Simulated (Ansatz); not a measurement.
# Ta (Im-3m): thermal expansion from first principles, part 3 of 3

Aim: the lattice, expansion, heat capacity and bulk modulus of Ta as it warms.

Ansatz 0.2.0; DFT PBEsol, scalar-relativistic, plane waves, PAW; PAW set soft_1.

So far. Step 2 (A first coarse run): The start is under -5.9 GPa at this level and looks like a metal on this mesh. Step 4 (Tight relaxation): The residual pressure is -0.0012 GPa, small enough for phonons. The relaxed cell has a = 3.282 Å (conventional setting).

## (5) The quasi-harmonic study (continued)

Quasi-harmonic; a, b, c are the run's own cell vectors. Expansion, by row:

| T (K) | a (Å) | b (Å) | c (Å) | alpha (deg) | beta (deg) | gamma (deg) | cell volume (Å³/cell) | alpha_a (1e-6/K) | alpha_b (1e-6/K) | alpha_c (1e-6/K) | alpha_V (1e-6/K) | C_P (J/mol-atom/K) | C_V (J/mol-atom/K) | S (J/mol-atom/K) | B_T (GPa) | B_S (GPa) | Grueneisen | extrapolation | fit error (1e-6/K) |
| --- | --- | --- | --- | --- | --- | --- | --- | --- | --- | --- | --- | --- | --- | --- | --- | --- | --- | --- | --- |
| 0 | 2.844 | 2.844 | 2.844 | 109.5 | 109.5 | 109.5 | 17.7 | 0 | 0 | 0 | 0 | 0 | 0 | 0 | 208.1 | 208.1 | - | 0 | 0 |
| 50 | 2.844 | 2.844 | 2.844 | 109.5 | 109.5 | 109.5 | 17.71 | 2.8 | 2.8 | 2.8 | 8.4 | 11.36 | 11.36 | 5.684 | 207.8 | 208 | 1.64 | 0 | 0 |
| 100 | 2.844 | 2.844 | 2.844 | 109.5 | 109.5 | 109.5 | 17.72 | 5.28 | 5.28 | 5.28 | 15.85 | 20.18 | 20.12 | 16.87 | 207 | 207.5 | 1.739 | 0 | 0 |
| 150 | 2.845 | 2.845 | 2.845 | 109.5 | 109.5 | 109.5 | 17.73 | 6.12 | 6.12 | 6.12 | 18.35 | 23.02 | 22.91 | 25.68 | 205.9 | 206.9 | 1.761 | 0 | 0 |
| 200 | 2.846 | 2.846 | 2.846 | 109.5 | 109.5 | 109.5 | 17.75 | 6.49 | 6.49 | 6.49 | 19.48 | 24.27 | 24.11 | 32.5 | 204.9 | 206.3 | 1.769 | 0 | 0 |
| 250 | 2.847 | 2.847 | 2.847 | 109.5 | 109.5 | 109.5 | 17.77 | 6.71 | 6.71 | 6.71 | 20.14 | 24.99 | 24.77 | 38 | 203.8 | 205.6 | 1.773 | 0 | 0 |
| 298.1 | 2.848 | 2.848 | 2.848 | 109.5 | 109.5 | 109.5 | 17.78 | 6.87 | 6.87 | 6.87 | 20.6 | 25.47 | 25.2 | 42.44 | 202.7 | 204.9 | 1.775 | 0 | 0 |
| 300 | 2.848 | 2.848 | 2.848 | 109.5 | 109.5 | 109.5 | 17.78 | 6.87 | 6.87 | 6.87 | 20.62 | 25.49 | 25.21 | 42.6 | 202.7 | 204.9 | 1.775 | 0 | 0 |
| 350 | 2.849 | 2.849 | 2.849 | 109.5 | 109.5 | 109.5 | 17.8 | 7 | 7 | 7 | 21 | 25.88 | 25.54 | 46.56 | 201.5 | 204.2 | 1.777 | 0 | 0 |
| 400 | 2.85 | 2.85 | 2.85 | 109.5 | 109.5 | 109.5 | 17.82 | 7.11 | 7.11 | 7.11 | 21.34 | 26.21 | 25.82 | 50.04 | 200.4 | 203.4 | 1.777 | 0 | 0.01 |
| 450 | 2.851 | 2.851 | 2.851 | 109.5 | 109.5 | 109.5 | 17.84 | 7.22 | 7.22 | 7.22 | 21.66 | 26.52 | 26.07 | 53.14 | 199.2 | 202.6 | 1.778 | 0 | 0.01 |
| 500 | 2.852 | 2.852 | 2.852 | 109.5 | 109.5 | 109.5 | 17.86 | 7.32 | 7.32 | 7.32 | 21.96 | 26.8 | 26.29 | 55.95 | 198 | 201.8 | 1.779 | 0 | 0.01 |
| 550 | 2.853 | 2.853 | 2.853 | 109.5 | 109.5 | 109.5 | 17.88 | 7.42 | 7.42 | 7.42 | 22.26 | 27.07 | 26.5 | 58.52 | 196.7 | 201 | 1.779 | 0 | 0.01 |
| 600 | 2.854 | 2.854 | 2.854 | 109.5 | 109.5 | 109.5 | 17.9 | 7.52 | 7.52 | 7.52 | 22.55 | 27.34 | 26.7 | 60.88 | 195.5 | 200.2 | 1.78 | 0 | 0.01 |
| 650 | 2.855 | 2.855 | 2.855 | 109.5 | 109.5 | 109.5 | 17.92 | 7.61 | 7.61 | 7.61 | 22.84 | 27.59 | 26.88 | 63.08 | 194.2 | 199.3 | 1.781 | 0 | 0.01 |
| 700 | 2.856 | 2.856 | 2.856 | 109.5 | 109.5 | 109.5 | 17.94 | 7.71 | 7.71 | 7.71 | 23.14 | 27.84 | 27.06 | 65.14 | 192.8 | 198.4 | 1.782 | 0 | 0.01 |
| 750 | 2.858 | 2.858 | 2.858 | 109.5 | 109.5 | 109.5 | 17.96 | 7.81 | 7.81 | 7.81 | 23.44 | 28.09 | 27.24 | 67.07 | 191.5 | 197.5 | 1.783 | 0 | 0.01 |
| 800 | 2.859 | 2.859 | 2.859 | 109.5 | 109.5 | 109.5 | 17.98 | 7.92 | 7.92 | 7.92 | 23.75 | 28.33 | 27.4 | 68.89 | 190.1 | 196.6 | 1.784 | 0 | 0.01 |
| 850 | 2.86 | 2.86 | 2.86 | 109.5 | 109.5 | 109.5 | 18 | 8.02 | 8.02 | 8.02 | 24.06 | 28.57 | 27.56 | 70.61 | 188.7 | 195.6 | 1.786 | 0 | 0.01 |
| 900 | 2.861 | 2.861 | 2.861 | 109.5 | 109.5 | 109.5 | 18.03 | 8.13 | 8.13 | 8.13 | 24.38 | 28.81 | 27.72 | 72.25 | 187.3 | 194.6 | 1.788 | 0 | 0.01 |
| 950 | 2.862 | 2.862 | 2.862 | 109.5 | 109.5 | 109.5 | 18.05 | 8.23 | 8.23 | 8.23 | 24.7 | 29.04 | 27.87 | 73.82 | 185.8 | 193.6 | 1.791 | 0 | 0.01 |
| 1000 | 2.863 | 2.863 | 2.863 | 109.5 | 109.5 | 109.5 | 18.07 | 8.35 | 8.35 | 8.35 | 25.04 | 29.27 | 28.01 | 75.31 | 184.3 | 192.6 | 1.793 | 0 | 0.01 |
| 1050 | 2.865 | 2.865 | 2.865 | 109.5 | 109.5 | 109.5 | 18.09 | 8.46 | 8.46 | 8.46 | 25.38 | 29.49 | 28.15 | 76.75 | 182.8 | 191.6 | 1.796 | 0 | 0.01 |
| 1100 | 2.866 | 2.866 | 2.866 | 109.5 | 109.5 | 109.5 | 18.12 | 8.58 | 8.58 | 8.58 | 25.73 | 29.72 | 28.28 | 78.12 | 181.3 | 190.5 | 1.8 | 0 | 0.01 |
| 1150 | 2.867 | 2.867 | 2.867 | 109.5 | 109.5 | 109.5 | 18.14 | 8.7 | 8.7 | 8.7 | 26.1 | 29.94 | 28.41 | 79.45 | 179.7 | 189.4 | 1.803 | 0 | 0.01 |
| 1200 | 2.868 | 2.868 | 2.868 | 109.5 | 109.5 | 109.5 | 18.16 | 8.82 | 8.82 | 8.82 | 26.47 | 30.17 | 28.53 | 80.73 | 178.1 | 188.3 | 1.808 | 0 | 0.02 |

Table of expansion coefficient by temperature; values in 1e-6/K:

| temperature (K) | volume | principal 1 |
| --- | --- | --- |
| 0 | 0 | 0 |
| 50 | 8.4 | 2.8 |
| 150 | 18.4 | 6.12 |
| 200 | 19.5 | 6.49 |
| 298 | 20.6 | 6.87 |
| 300 | 20.6 | 6.87 |
| 400 | 21.3 | 7.11 |
| 450 | 21.7 | 7.22 |
| 550 | 22.3 | 7.42 |
| 600 | 22.6 | 7.52 |
| 700 | 23.1 | 7.71 |
| 750 | 23.4 | 7.81 |
| 850 | 24.1 | 8.02 |
| 900 | 24.4 | 8.13 |
| 1000 | 25.0 | 8.35 |
| 1050 | 25.4 | 8.46 |
| 1150 | 26.1 | 8.7 |
| 1200 | 26.5 | 8.82 |

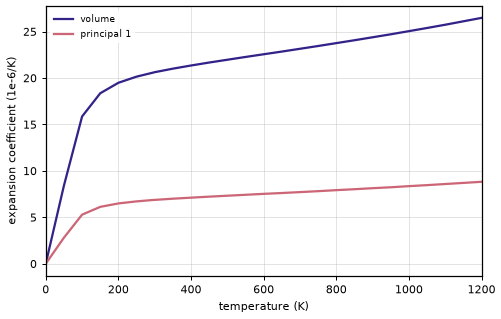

Expansion coefficient, plotted against temperature.

At 298 K the volume expansion is 20.6 × 10⁻⁶/K and B_T is 203 GPa. The program raised the cutoff to 487.2 eV by itself: with no cutoff typed, the study takes about 1.16 times the default for its relaxations and scales it with the volume for the phonons.

## (6) Results

| Item | Value |
| --- | --- |
| settings of these figures | PBEsol, 487.2 eV, k 20×20×20, q 4×4×4 |
| volume expansion coefficient at 298 K | 20.60 1e-6/K |
| C_P at 298 K | 25.47 J/mol-atom/K |
| entropy at 298 K | 42.44 J/mol-atom/K |
| isothermal bulk modulus at 298 K | 202.7 GPa |
| Grüneisen parameter at 298 K | 1.775 |
| volume at 298 K | 17.78 Å³/atom |
| principal linear expansion coefficients at 298 K | 6.867, 6.867, 6.867 1e-6/K |

**Reading.** Near room temperature Ta expands by 20.6 × 10⁻⁶/K in volume by PBEsol, with C_P = 25.5 J/(mol K) per mole of atoms and B_T = 203 GPa. C_P at room temperature is 102 % of the classical 3R an atom. In this metal the study includes the electrons' free energy, which adds a term that grows with temperature, so the heat capacities need not level off at 3R. The log notes that a few bands missed the eigensolver's threshold in the phonon runs. The PAW files were made for PBE and are used here under another functional, for which the program regenerates the frozen cores.

[Hosts, paths, dates, database ids (printed as entryN), source tags and the programs' standing remarks are cut or masked in the printed files.]

[A step with changed settings may run another functional than the one named; its input shows which.]
